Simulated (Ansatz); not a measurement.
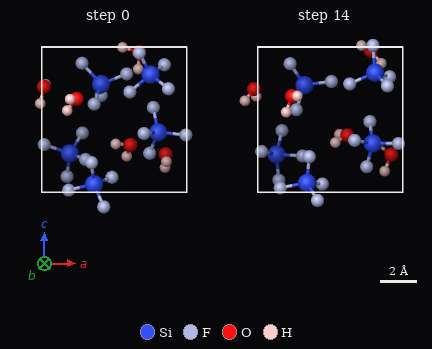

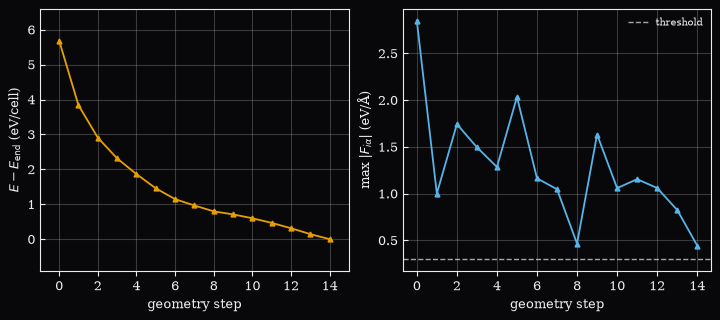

First and last geometry of a relaxation of an amorphous cell of composition SiH2OF4, with the history of the run. Style: ball-and-stick. Shown: the cell of the calculation, along the b axis.

The cell holds 5 SiF4 + 5 H2O. The run prepares the start of a later molecular dynamics calculation, from a guessed geometry.

Theory: DFT r2SCAN-D3(BJ), scalar-relativistic, plane waves, PAW (Ansatz).

The input:
```yaml
crystal:
  lattice:
    - [8.123096, 0.0, 0.0]
    - [0.0, 8.123096, 0.0]
    - [0.0, 0.0, 8.123096]
  atoms:
    - { symbol: Si, position: [0.8029444, 0.4364047, 0.4123281] }
    - { symbol: F, position: [0.7440076, 0.5529662, 0.2680296] }
    - { symbol: F, position: [0.7692847, 0.5228637, 0.5834247] }
    - { symbol: F, position: [0.7049927, 0.2684145, 0.4041447] }
    - { symbol: F, position: [0.9934924, 0.4013743, 0.3937134] }
    - { symbol: Si, position: [0.4095874, 0.5504404, 0.7438814] }
    - { symbol: F, position: [0.5861939, 0.5090536, 0.8144469] }
    - { symbol: F, position: [0.3623293, 0.420434, 0.606961] }
    - { symbol: F, position: [0.2788795, 0.5433811, 0.8879224] }
    - { symbol: F, position: [0.410947, 0.7288927, 0.6661955] }
    - { symbol: Si, position: [0.1943956, 0.7882215, 0.2668917] }
    - { symbol: F, position: [0.3025129, 0.6318402, 0.2252055] }
    - { symbol: F, position: [0.0183838, 0.731179, 0.3272917] }
    - { symbol: F, position: [0.2809509, 0.8913427, 0.4074491] }
    - { symbol: F, position: [0.1757348, 0.898524, 0.1076206] }
    - { symbol: Si, position: [0.7497757, 0.1908045, 0.8097928] }
    - { symbol: F, position: [0.8456774, 0.3459659, 0.8776898] }
    - { symbol: F, position: [0.6727208, 0.0919028, 0.9586659] }
    - { symbol: F, position: [0.6076922, 0.2494802, 0.6904126] }
    - { symbol: F, position: [0.8730123, 0.0758691, 0.712403] }
    - { symbol: Si, position: [0.3607829, 0.1990157, 0.0549132] }
    - { symbol: F, position: [0.4847474, 0.3412559, 0.1026911] }
    - { symbol: F, position: [0.3435859, 0.0751355, 0.2040444] }
    - { symbol: F, position: [0.1866784, 0.2757499, 0.0139048] }
    - { symbol: F, position: [0.42812, 0.1039218, -0.1009876] }
    - { symbol: O, position: [0.6111582, 0.794314, 0.3253711] }
    - { symbol: H, position: [0.5856658, 0.8811934, 0.2477868] }
    - { symbol: H, position: [0.5102838, 0.7310929, 0.3320521] }
    - { symbol: O, position: [0.0159147, 0.6366298, 0.7269603] }
    - { symbol: H, position: [0.0272177, 0.754146, 0.7436755] }
    - { symbol: H, position: [-0.0094835, 0.6263105, 0.6109187] }
    - { symbol: O, position: [0.6715107, 0.7331492, 0.965127] }
    - { symbol: H, position: [0.665828, 0.755743, 0.8481893] }
    - { symbol: H, position: [0.5577101, 0.7173488, 0.9970169] }
    - { symbol: O, position: [0.8540068, 0.9883441, 0.2615283] }
    - { symbol: H, position: [0.8499817, 1.0636251, 0.1691499] }
    - { symbol: H, position: [0.8596413, 0.8806189, 0.2107273] }
    - { symbol: O, position: [0.2409509, 0.0802848, 0.6433262] }
    - { symbol: H, position: [0.1762714, 0.13939, 0.5624538] }
    - { symbol: H, position: [0.1967174, -0.0304025, 0.6403366] }
basis:
  ecutwfc: 500.0
kpoints:
  mp_grid: { grid: [1, 1, 1] }
hamiltonian:
  xc: r2scan
  dispersion: d3bj
scf:
  occupations: { method: fermi_dirac, width: 0.02 }
  lower_state_search: "off"
relax:
  f_tol: 0.3
  max_steps: 15
  adjacent_minimum: "off"
```

Run as
```bash
ansatz run input.yaml --threads 2 --pin off --max-ram 5120MiB --backend cpu --events-out ev --progress --plain --runs-dir out
```

Did the run converge, and what did it change?

Answer. The relaxation stopped without meeting its thresholds, so the last structure isn't shown to be converged. It used up its limit of 15 steps. The atom that moves furthest is H33 (1.55 Å roughly along [3 0 1]). By element the largest moves are H 1.55 Å, F 1.26 Å, O 1.06 Å, Si 0.86 Å. The lattice vectors keep their values. Among the contacts that change: Si11–O35 3.208 → 1.930 Å, Si11–F12 1.581 → 1.628 Å, O35–H36 0.969 → 1.002 Å, Si16–F17 1.581 → 1.558 Å. New bonds form: Si11–O35 (3.21 → 1.93 Å). Bond angles that change, for instance: F12–Si11–F15 109.5° → 93.7°, F12–Si11–F14 109.5° → 95.3°, F12–Si11–F13 109.5° → 95.8°. Over 14 geometry steps the energy falls by 5.689 eV per cell of the calculation. Largest force component: 2.9 eV/Å at the start, 0.44 eV/Å at the end. The run took 5.8 min on 2 threads of Arm Neoverse V1, on a shared host, peak memory 1.4 GiB.

| step | E − E(0), meV/atom | largest force component, eV/Å |
| --- | --- | --- |
| 0 | 0.00 | 2.8503 |
| 1 | -46.27 | 1.0010 |
| 2 | -69.51 | 1.7434 |
| 3 | -84.38 | 1.4955 |
| 4 | -95.61 | 1.2842 |
| 5 | -105.80 | 2.0338 |
| 6 | -113.55 | 1.1637 |
| 7 | -118.10 | 1.0469 |
| 8 | -122.30 | 0.4651 |
| 9 | -124.47 | 1.6325 |
| 10 | -127.25 | 1.0588 |
| 11 | -130.56 | 1.1546 |
| 12 | -134.40 | 1.0598 |
| 13 | -138.62 | 0.8252 |
| 14 | -142.23 | 0.4440 |

Limits of the set-up: the periodic images lie only 8.1 Å apart, so the values are limited by the cell's size.
